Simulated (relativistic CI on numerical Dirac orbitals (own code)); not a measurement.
```
atom Re  Z=75  charge=3  electrons=72
nucleus A=187  rms_radius_fm=5.3698
hamiltonian dirac-coulomb  breit=on  qed=on  c_scale=1
orbitals kli  potential=per-configuration
slater_scale 0.85
correlation fit
mixing on
configurations
  [Xe] 4f14 5d4
  [Xe] 4f14 5d3 6s
  [Xe] 4f14 5d3 6p
  [Xe] 4f14 5d2 6s2
  [Xe] 4f14 5d3 5f
  [Xe] 4f14 5d3 5g
  [Xe] 4f14 5d2 6s 6p
  [Xe] 4f14 5d3 6d
  [Xe] 4f14 5d3 7s
  [Xe] 4f14 5d2 5f2
  [Xe] 4f14 5d3 7p
  [Kr] 4d10 4f14 5s2 5p5 5d5
  [Xe] 4f14 5d2 6p2
  [Xe] 4f14 5d3 7d
  [Xe] 4f14 5d3 6f
  [Xe] 4f14 5d2 6s 7s
  [Xe] 4f14 5d2 5g2
  [Xe] 4f14 5d2 5f 6s
  [Xe] 4f14 5d3 7f
  [Xe] 4f14 5d2 5g 6s
  [Xe] 4f14 5d2 6p 7s
  [Xe] 4f14 5d2 5f 6p
  [Kr] 4d10 4f14 5s2 5p4 5d6
end
```

Command (the task file carries these settings):
```bash
python run_levels.py task.json out
```

Method of calculation: Dirac CI, KLI exchange-only orbitals, Breit term, model QED, valence Slater integrals scaled by 0.85, configurations shifted onto measured levels (in-house radial CI code).

Levels without a good LS label are named by their open jj subshells in square brackets.

The plot shows absorption lines from the lowest level (oscillator strengths f):

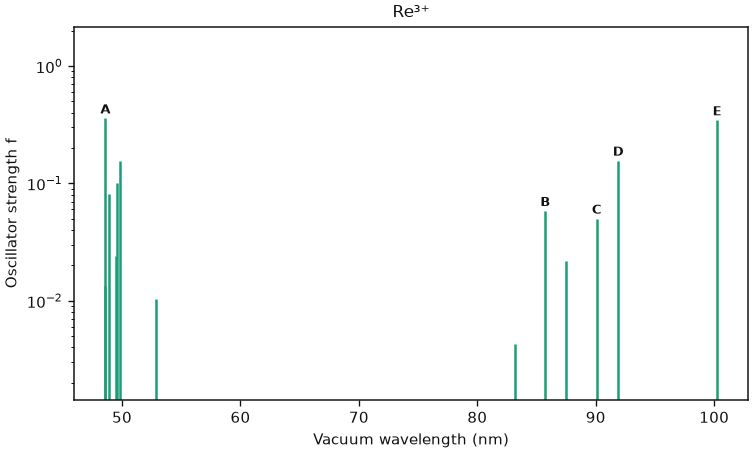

The lettered lines are A: 5d³ 5f J = 1 (odd, mixed, level 395) ← 5d⁴ ⁵D₀, 48.60 nm, f = 0.36; B: 5d³ 6p [(5d₃/₂)² 5d₅/₂ 6p₃/₂] J = 1 ← 5d⁴ ⁵D₀, 85.74 nm, f = 0.058; C: 5d³ 6p [(5d₃/₂)³ 6p₃/₂] J = 1 ← 5d⁴ ⁵D₀, 90.10 nm, f = 0.050; D: 5d³ 6p [(5d₃/₂)² 5d₅/₂ 6p₁/₂] J = 1 ← 5d⁴ ⁵D₀, 91.91 nm, f = 0.16; E: 5d³ 6p [(5d₃/₂)³ 6p₁/₂] J = 1 ← 5d⁴ ⁵D₀, 100.3 nm, f = 0.34. The strongest, A, lies in the extreme ultraviolet region.

Caveat: shifts are fitted to measured levels, configurations with none paired borrow a shift and can be misplaced by tens of thousands of cm⁻¹; rates and lifetimes follow the computed energies and can be off by orders of magnitude; one shift a configuration: terms inside it, and wavelengths, can be off by thousands of cm⁻¹; the fine structure of a weakly bound d or f electron outside closed shells is too small or inverted; only a limited list of configurations is included, so lower levels can be missing; only lines among the lowest 400 of 4406 levels are drawn, so those from 5d³ 5f and 5d³ 7p are incomplete.
